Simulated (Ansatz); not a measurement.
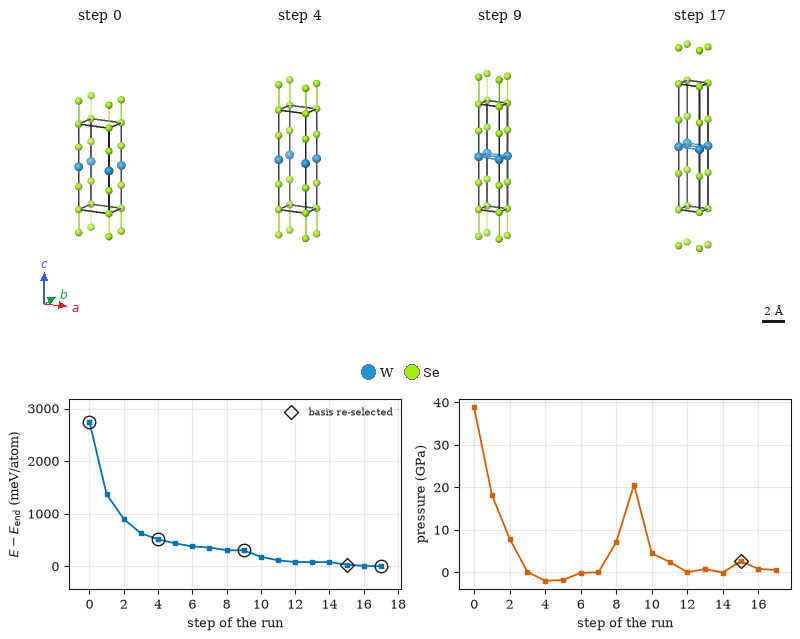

Frames of a relaxation of solid WSe₃ (a generated structure, set up in P6/mmm) (coarse preliminary run), marked on the history of the run. Style: ball-and-stick. Shown: the cell of the calculation, slightly off an axis.

These are results of DFT PBE, scalar-relativistic, plane waves, PAW in Ansatz 0.2.0, not measurements. (plane-wave cutoff 420 eV; k-point mesh 6 × 6 × 2; occupations gaussian; smearing width 0.1 eV; collinear spin; cell and atoms relaxed; force threshold 0.04 eV/Å; at most 70 steps)

Q: What happens along the run?

A: The run was cut off at its time limit before the relaxation converged, so the last structure is only a point on the way. The largest moves relative to the cell, 0.22 Å, are those of Se atoms. W stays in place. Cell: a = b 4.144 → 2.851 Å (−31.2 %), c 8.139 → 11.962 Å (+47.0 %). Volume −30.4 %. Among the contacts that change: W–W 4.144 → 2.851 Å, Se–Se 4.144 → 2.851 Å, Se–Se 2.190 → 3.437 Å, Se–W 1.879 → 2.544 Å. Bonds break: Se–Se (2.19 → 3.44 Å). The space group stays P6/mmm (No. 191). After 16 accepted moves (17 points after the start) the energy has fallen by 2747 meV per atom. Largest force component: 16 eV/Å at the start, 0.13 eV/Å at the end. Pressure: 38.85 GPa at the start and 0.54 GPa at the end. At 1 point the geometry stayed and the basis and grid were re-selected for the new cell (energy shift of 47.6 meV per atom at most each time). The run took 3.2 min on 1 thread of Arm Neoverse V2, with other jobs on the host, peak memory 0.46 GiB. From step 0 to 4: Se atoms move most (0.14 Å), volume −7.8 %, energy −2232 meV per atom. From step 4 to 9: volume −39.0 %, energy −212 meV per atom. From step 9 to 17: Se atoms move most (0.40 Å), volume +23.7 %, energy −304 meV per atom.

```tsv
step	E − E(0), meV/atom	largest force component, eV/Å	pressure, GPa	volume, Å³/atom	note
0	0.00	16.4907	38.85	30.265	
1	-1375.92	0.3714	18.26	31.661	
2	-1846.30	0.0511	7.92	32.377	
3	-2120.03	0.2642	0.13	30.535	
4	-2231.91	0.2895	-1.98	27.894	
5	-2310.88	0.1141	-1.80	25.135	
6	-2369.11	0.1523	-0.10	22.494	
7	-2389.93	0.0333	0.02	21.590	
8	-2440.78	0.6129	7.15	19.140	
9	-2443.58	0.0746	20.64	17.014	
10	-2565.92	0.2813	4.48	18.816	
11	-2632.57	0.4966	2.49	19.058	
12	-2665.76	0.2193	0.04	19.615	
13	-2666.19	0.2502	0.78	19.741	
14	-2667.67	0.0352	-0.03	19.739	
15	-2715.28	0.0330	2.63	19.739	same geometry, new basis
16	-2737.83	0.0682	0.84	20.504	
17	-2747.21	0.1252	0.54	21.050
```
